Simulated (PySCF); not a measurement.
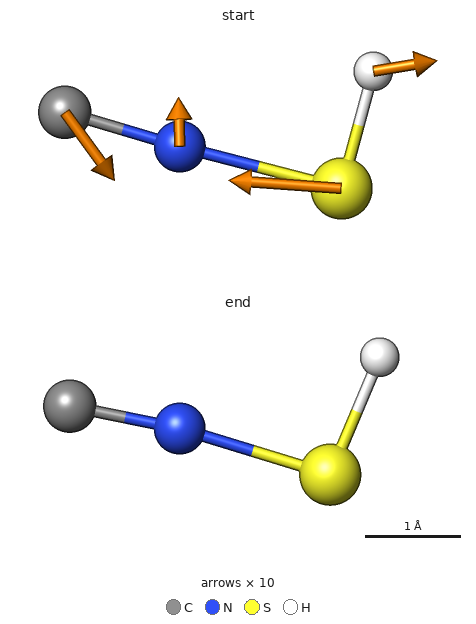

The structure of CHNS before (top) and after (bottom) a relaxation, at one scale. The orange arrows give the displacements, 10 times their true length.

A ball-and-stick model, seen face on.

The start comes from MMFF94s. Its atoms were then displaced at random by about 0.03 Å.

Method: PySCF 2.14.0, density-fitted response routines, PBE0-D3(BJ)/def2-SVP geometry optimisation, gas phase. 

What changed between the two?

Answer. After 6 geometry steps the energy has fallen by 12.2 kcal/mol. The S atom moves most after the best rigid fit: 0.12 Å. Largest moves by element: S 0.12 Å, C 0.09 Å, H 0.07 Å, N 0.05 Å. Some distances before and after: N–S 1.759 → 1.657 Å, C–N 1.264 → 1.181 Å, H–S 1.290 → 1.354 Å. Bond angles that change, for instance: N–S–H 90.5° → 95.7°, C–N–S 177.6° → 174.4°.
